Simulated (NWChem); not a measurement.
# Energy and gradient calculation of GeHSF3

- system: GeHSF3
- method: HF/STO-3G, RHF (NWChem 7.3.0)

The geometry comes from this level: PBE0-D4/def2-TZVP.

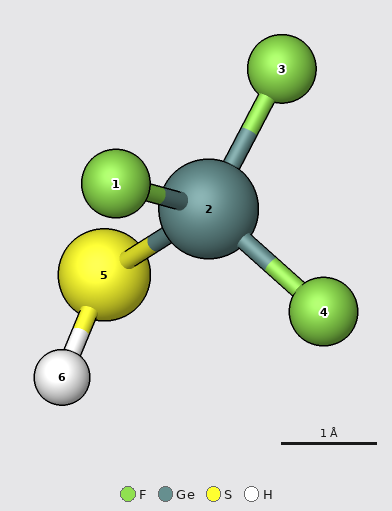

Fig. 1: The structure as given in the input (ball-and-stick view, seen at a tilt; atoms are numbered from 1 in the order of the input). Sticks mark near contacts. Bond lengths as drawn: F–Ge 1.71 Å, Ge–S 2.17 Å and H–S 1.35 Å.

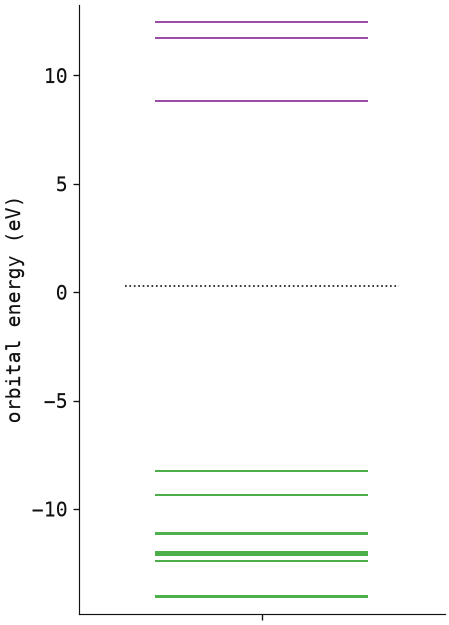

Fig. 2: Orbital energies near the frontier; the dotted line parts filled from empty levels, and levels within 0.02 eV of each other stand side by side. Highest filled −8.24 eV, lowest empty 8.84 eV, 17.08 eV apart.

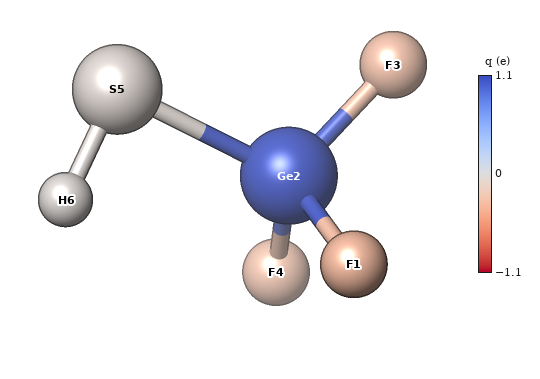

Fig. 3: Mulliken charges, as the colour of each atom (ball-and-stick view, seen at a tilt; atoms are numbered from 1 in the order of the input). By element: F −0.32, Ge +1.04, S −0.05 and H −0.03 e.

The input and output of the run follow.

Input:
```python
from ase import Atoms
from ase.calculators.nwchem import NWChem

system = Atoms('FGeFFSH', positions=[
    [-0.787500, -1.054000, 1.261100],
    [0.246500, -0.390900, 0.074400],
    [1.843600, -0.808000, 0.501500],
    [-0.134000, -1.247800, -1.353100],
    [0.092600, 1.760800, -0.120000],
    [-1.219100, 1.675900, -0.410300],
])

calc = NWChem(
    label='f3gehs',
    theory='scf',
    memory='2200 mb',
    basis='STO-3G',
    basispar='spherical bse',
    scf={'nopen': '0', 'rhf': None, 'thresh': '1e-08', 'maxiter': '80'},
)
system.calc = calc

forces = system.get_forces()
e = system.get_potential_energy()
print(f"E = {e:.6f} eV")
print("forces (eV/A):")
for s, f in zip(system.symbols, forces):
    print(f"{s:2s} {f[0]:10.5f} {f[1]:10.5f} {f[2]:10.5f}")
print("dipole (e A):", system.get_dipole_moment().round(4))
```

File f3gehs.nwi:
```
title "f3gehs"

permanent_dir f3gehs

scratch_dir f3gehs

start f3gehs

geometry units angstrom nocenter noautosym noautoz
  F  -7.8749999999999998e-01 -1.0540000000000000e+00 1.2611000000000001e+00
  Ge 2.4650000000000000e-01 -3.9090000000000003e-01 7.4399999999999994e-02
  F  1.8435999999999999e+00 -8.0800000000000005e-01 5.0149999999999995e-01
  F  -1.3400000000000001e-01 -1.2478000000000000e+00 -1.3531000000000000e+00
  S  9.2600000000000002e-02 1.7607999999999999e+00 -1.2000000000000000e-01
  H  -1.2191000000000001e+00 1.6758999999999999e+00 -4.1030000000000000e-01
end

memory 2200 mb

basis spherical bse noprint
   * library STO-3G
end

scf
  nopen 0
  rhf
  thresh 1e-08
  maxiter 80
end

task scf gradient
```

Launch command:
```bash
export ASE_NWCHEM_COMMAND="nwchem PREFIX.nwi > PREFIX.nwo"
python run.py
```

What the program printed:
```
E = -74550.723292 eV
forces (eV/A):
F     0.70309    0.47087   -0.76773
Ge    0.32267   -1.18908    0.16039
F    -1.02746    0.12938   -0.26148
F     0.27372    0.60010    0.93310
S    -0.84039   -0.31537   -0.16974
H     0.56842    0.30411    0.10547
dipole (e A): [-0.1756  0.1871 -0.0537]
```

Key numbers:

- outcome: converged
- total energy: −2739.688571 hartree
- basis functions: 43
- largest force: 1.242 eV/Å
- HOMO: −8.24 eV
- LUMO: 8.84 eV
- dipole moment: 1.26 D
- hardware: 1 thread of AMD EPYC (Zen 5), 16 GiB of memory available, shared host
- wall time: 3.9 s
- peak memory: 0.1 GiB
